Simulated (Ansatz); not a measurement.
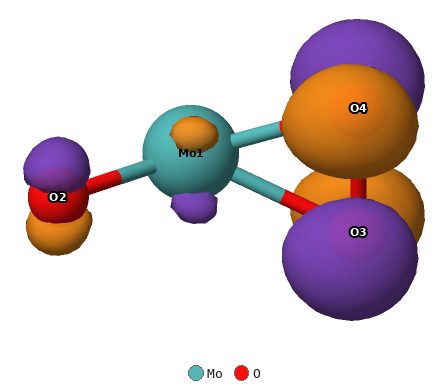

The picture shows: MoO3. The HOMO−1 at ±0.2 Å⁻³ᐟ² (orange and purple are the two phases), seen at an oblique angle.

Geometry: r2SCAN-D4/def2-TZVP; core potentials replace the inner electrons of Mo.

Method: Ansatz 0.2.0, RKS PBE0-D4/def2-TZVP.

Where does this orbital lie, and at what energy?

Answer. It lies mainly on O3 (about 40 %), O4 (about 40 %) and Mo1 (about 10 %); π-antibonding (π*) across O3–O4. Its energy is −7.68 eV.
